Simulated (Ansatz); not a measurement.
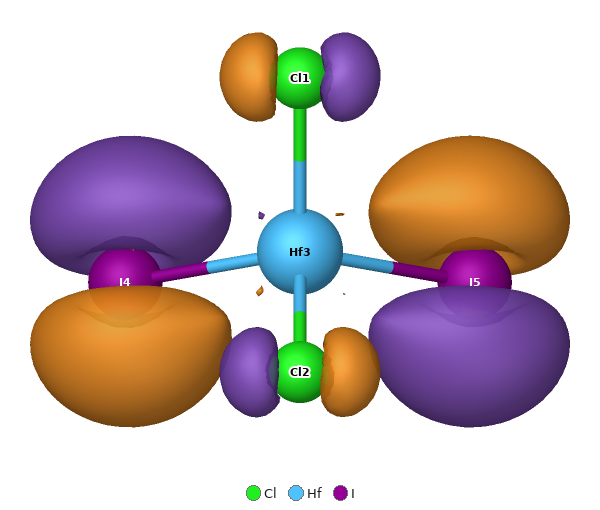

Cl2HfI2 (SMILES [Cl][Hf]([Cl])([I])[I]). The HOMO−1 at ±0.1 Å⁻³ᐟ² (orange and purple are the two phases), seen from one side.

Geometry: PBE0-D4/def2-SVP; core potentials replace the inner electrons of Hf and I.

Computed with isolated molecule in a Gaussian basis; Kohn-Sham density functional theory, functional PBE0 (Ansatz).

```xyz
5

Cl   -0.1602   -0.6429    2.2742
Cl    1.9461   -1.0918   -0.8595
Hf    0.0641   -0.0670    0.0355
I    -2.1133   -0.8686   -1.3131
I     0.3133    2.5966   -0.1785
```

Question: Describe this orbital and give its energy.

Answer: By Hirshfeld shares it lies mainly on I4 (about 40 %), I5 (about 40 %) and Hf3 (about 10 %); largely a combination of lone pairs on I4 and I5. Its energy is −8.33 eV.
